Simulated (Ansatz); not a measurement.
# Calculations on GeH$_{5}$Cl

Part 1: Relaxation

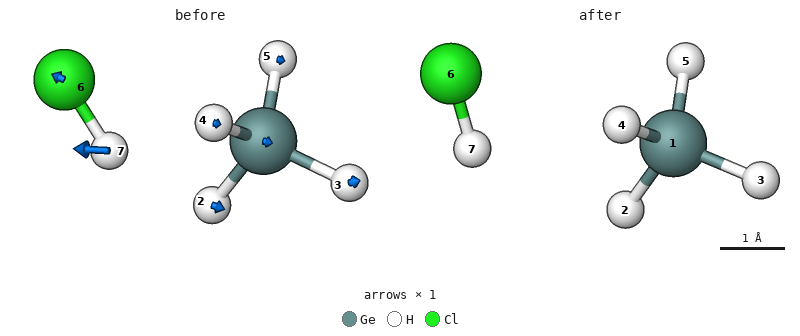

The structure of GeH$_{5}$Cl before (left) and after (right) a relaxation, at one scale. The blue arrows give the displacements, at their true length.

The picture is a ball-and-stick view, seen at a tilt.

The run prepares an end point of a later path (reaction) calculation, from a guessed geometry.

Method: Ansatz, RKS PBE0/def2-SVP. Settings: no spin polarisation; force threshold 0.03 eV/Å; at most 50 steps.

> Describe what moved and what it gained.

After 10 accepted moves (13 points after the start) the energy has fallen by 0.079 eV. Largest force component: 1.1 eV/Å at the start, 0.0095 eV/Å at the end. The line search rejected the trial steps at points 3, 7, 10 of the run. The forces were under the threshold at step 5, but the run went on from there. The atom that moves furthest after the best rigid fit is H7 (0.64 Å). Largest moves by element: H 0.64 Å, Cl 0.24 Å, Ge 0.17 Å. Near-neighbour distances that change, for instance: Ge1–Cl6 3.427 → 3.831 Å, Cl6–H7 1.331 → 1.286 Å, Ge1–H2 1.549 → 1.540 Å. Cost: 31 s on 1 thread of Arm Neoverse V1 (shared host), peak memory 0.15 GiB.

Part 2: Relaxation

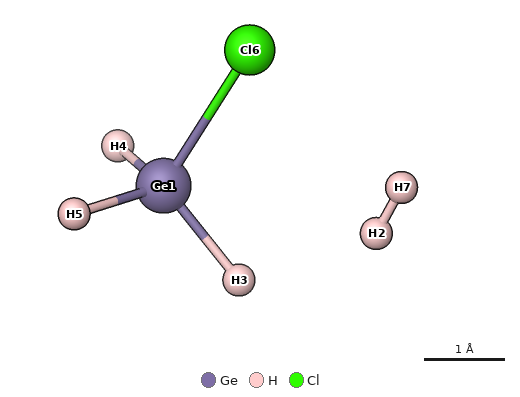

This is the input geometry for a relaxation of GeH₅Cl. The picture is a ball-and-stick view, seen at a tilt.

The run prepares an end point of a later path (reaction) calculation, from a guessed geometry.

Theory: RKS PBE0/def2-SVP (Ansatz).

The input:
```yaml
crystal:
  periodic: [false, false, false]
  atoms:
    - { symbol: Ge, position_ang: [-0.487117, 0.0, -0.437773] }
    - { symbol: H, position_ang: [0.187159, 0.0, 2.2452] }
    - { symbol: H, position_ang: [0.782528, 0.0, 0.415283] }
    - { symbol: H, position_ang: [-0.577061, 1.264778, -1.302463] }
    - { symbol: H, position_ang: [-0.577061, -1.264778, -1.302463] }
    - { symbol: Cl, position_ang: [-2.278178, 0.0, 0.842671] }
    - { symbol: H, position_ang: [-0.42037, 0.0, 2.627945] }
basis:
  gaussian: { orbitals: def2-SVP }
hamiltonian:
  xc: pbe0
relax:
  f_tol: 0.03
  max_steps: 50
```

Launched with:
```bash
ansatz run input.yaml --threads 1 --pin off --max-ram 2048MiB --backend cpu --events-out ev --progress --plain --runs-dir out
```

Predict the outcome.

The largest move after the best rigid fit is that of H2, 1.23 Å. By element the largest moves are H 1.23 Å, Ge 0.35 Å, Cl 0.22 Å. Some distances before and after: H2–H7 0.718 → 0.763 Å, Ge1–Cl6 2.202 → 2.170 Å, Ge1–H3 1.530 → 1.534 Å. Bond angles that change, for instance: H3–Ge1–Cl6 110.5° → 107.0°. The energy falls by 6.28 kcal/mol in 10 accepted moves (11 points after the start). Largest force component: 1.6 eV/Å at the start, 0.02 eV/Å at the end. The line search rejected the trial step at point 7 of the run. The forces were under the threshold at step 6, but the run went on from there. Cost: 29 s on 1 thread of Arm Neoverse V1, with other jobs on the host, peak memory 0.17 GiB.

Final geometry:

```xyz
7

Ge   -0.5360    0.0000   -0.7802
H     0.2484    0.0000    3.4756
H     0.7694    0.0000    0.0259
H    -0.6793    1.2690   -1.6305
H    -0.6793   -1.2690   -1.6305
Cl   -2.1659    0.0000    0.6523
H    -0.3274    0.0000    2.9757
```

The end point in the same view:

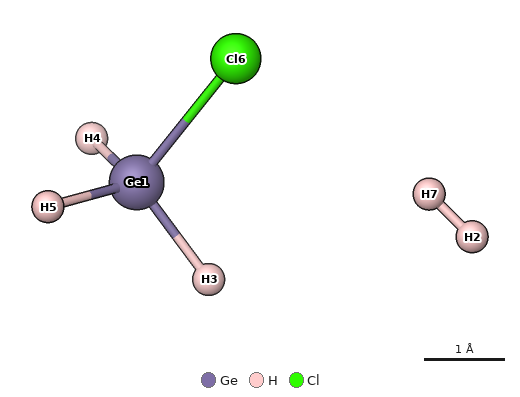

Part 3: Path

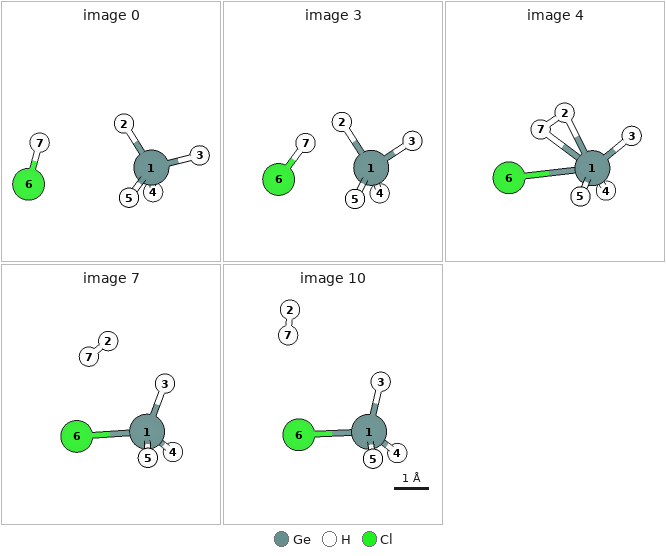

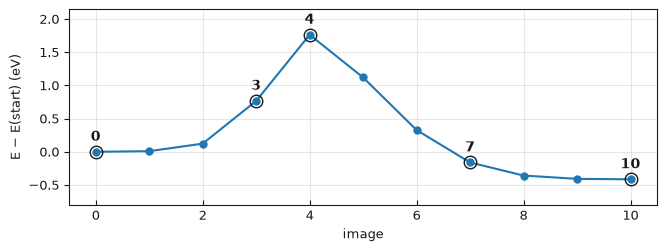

A nudged-elastic-band calculation for GeH5Cl, made up at the start of GeH4 and HCl. Images are numbered from 0 (start) to 10 (end). A ball-and-stick model, seen at a tilt.

All numbers below come from RKS PBE0/def2-SVP (Ansatz). Set-up: 9 movable images; climbing image; force threshold 0.03 eV/Å; iteration limit 60; starting path through a guess of the saddle point.

Question: Read off the barrier and say what moves.

Answer: Breaking: Cl6–H7 (1.29 → 1.75 at the top → 2.96 Å), Ge1–H2 (1.54 → 1.84 at the top → 4.33 Å). Forming: Ge1–Cl6 (3.83 → 2.60 at the top → 2.17 Å), H2–H7 (2.68 → 0.90 at the top → 0.76 Å). The energy climbs by 1.76 eV to image 4 and then falls by 2.18 eV, so the end point sits at −0.41 eV. The band converged in 11 iterations. The largest component of the band force went from 6 to 0.022 eV/Å. The climbing image converged on the top of the path. Its vibrational analysis gives 2 imaginary modes over 30i cm⁻¹, so it isn't confirmed as a transition state.

Limits of the set-up: the start holds two separate molecules, 2.7 Å apart at their closest, whose relative position is a soft coordinate and is computed without a dispersion correction.
